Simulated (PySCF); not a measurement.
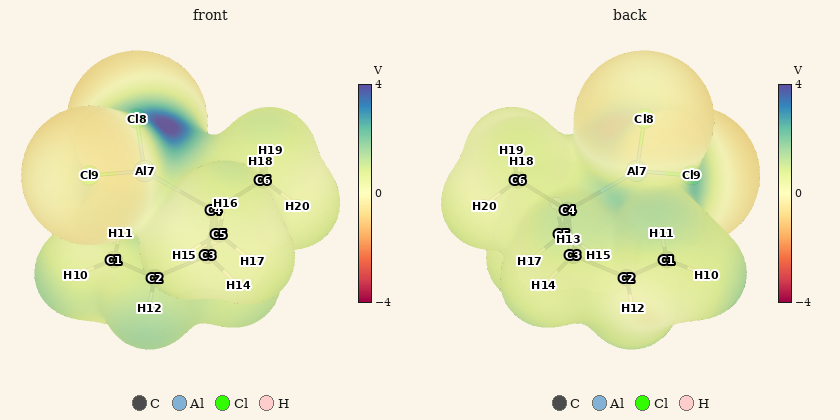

Figure 1: C6H11AlCl2 (SMILES C=CC[C](C)(C)[Al]([Cl])[Cl]). The molecular electrostatic potential painted on the density surface at 0.004 e/bohr³, seen from the front and from behind; red is negative and blue positive.

Geometry: GFN2-xTB.

All numbers below come from PBE0/pcSseg-1, SCF density, gas phase, non-relativistic (PySCF 2.14.0).

```xyz
20

C     2.1588    1.1670    0.7136
C     1.4379    1.0101   -0.3960
C     0.8418   -0.2937   -0.7844
C    -0.5826   -0.3971   -0.1616
C    -1.5384    0.5211   -0.9308
C    -1.0638   -1.8456   -0.2982
Al   -0.2838    0.2922    1.7446
Cl    0.4677   -0.9883    3.1414
Cl   -1.0114    2.1126    2.2996
H     2.5506    2.1264    1.0088
H     2.5033    0.3135    1.2818
H     1.1931    1.8673   -1.0093
H     1.4498   -1.1098   -0.3874
H     0.7787   -0.3936   -1.8706
H    -1.2442    1.5648   -0.8273
H    -2.5500    0.4205   -0.5405
H    -1.5553    0.2699   -1.9928
H    -0.4342   -2.5172    0.2839
H    -2.0858   -1.9423    0.0630
H    -1.0373   -2.1670   -1.3408
```

Where is the surface potential most negative and most positive?

The most negative region (about −0.7 V) lies over Cl8 and Cl9, the most positive (about +3.7 V) over Al7.

What dipole moment does the calculation give?

Its dipole moment is 2.73 D.
